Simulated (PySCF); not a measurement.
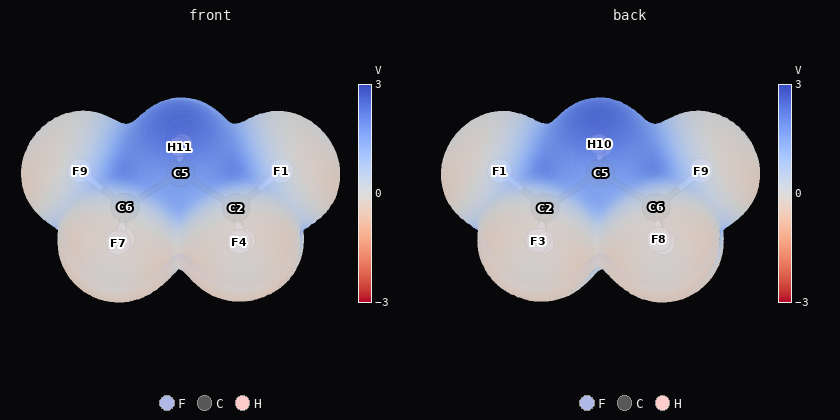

Figure. C3H2F6 (CF3CH2CF3). The molecular electrostatic potential painted on the density surface at 0.004 e/bohr³, seen from the front and from behind; red is negative and blue positive.

Geometry: PBE0-D3(BJ)/def2-TZVP.

Level of theory: PySCF 2.14.0, PBE0/pcSseg-2, SCF density, gas phase, non-relativistic.

```xyz
11

F     2.1619   -0.8819   -0.6146
C     1.2728    0.0601   -0.2716
F     1.7175    0.6449    0.8405
F     1.2676    0.9770   -1.2403
C    -0.0821   -0.5869   -0.0848
C    -1.2067    0.3362    0.3290
F    -1.4295    1.2968   -0.5686
F    -0.9794    0.9214    1.5051
F    -2.3351   -0.3767    0.4456
H     0.0146   -1.3637    0.6739
H    -0.3627   -1.0550   -1.0286
```

Question: Describe the electrostatic potential map.

Answer: The most negative region (about −0.3 V) lies over F3, F4, F7 and F8, the most positive (about +2.5 V) over H10 and H11.
